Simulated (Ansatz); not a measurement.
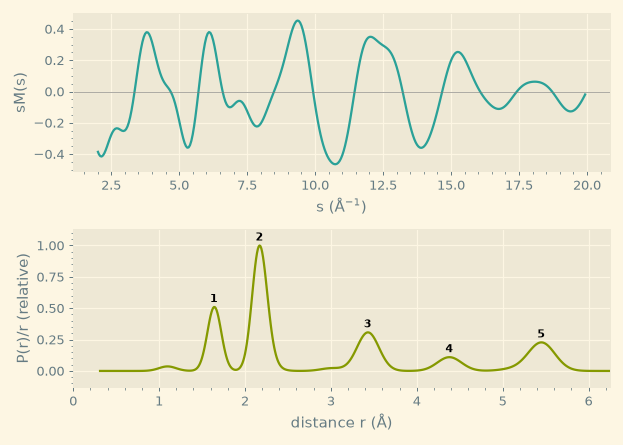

Simulated gas electron diffraction: reduced molecular intensity sM(s) from the Debye equation in the first Born approximation (top) and the radial distribution curve (bottom) of CHCl2Mg (charge +1, ignored in the scattering factors). Each pair of atoms contributes with weight ZᵢZⱼ/r; damping constant 0.002 Å²; vibrational amplitudes assumed, not computed: 0.05 Å for bonds, 0.078 Å for bonds to H, 0.06 + 0.015 r up to 0.15 Å for other pairs. The geometry is the end point of an optimisation (Ansatz, RKS B3LYP/6-31G*); it may be a saddle point or a higher isomer. SMILES: Cl[CH+][Mg][Cl].

Read the positions of the numbered peaks and name the main pairs (– for bonds).

Answer. Peak 1, 1.64 Å: Cl–C 1.64 Å
Peak 2, 2.17 Å: Cl–Mg 2.15 Å, Mg–C 2.23 Å, not resolved
Peak 3, 3.43 Å: Cl···Mg 3.43 Å
Peak 4, 4.38 Å: Cl···C 4.38 Å
Peak 5, 5.45 Å: Cl···Cl 5.45 Å
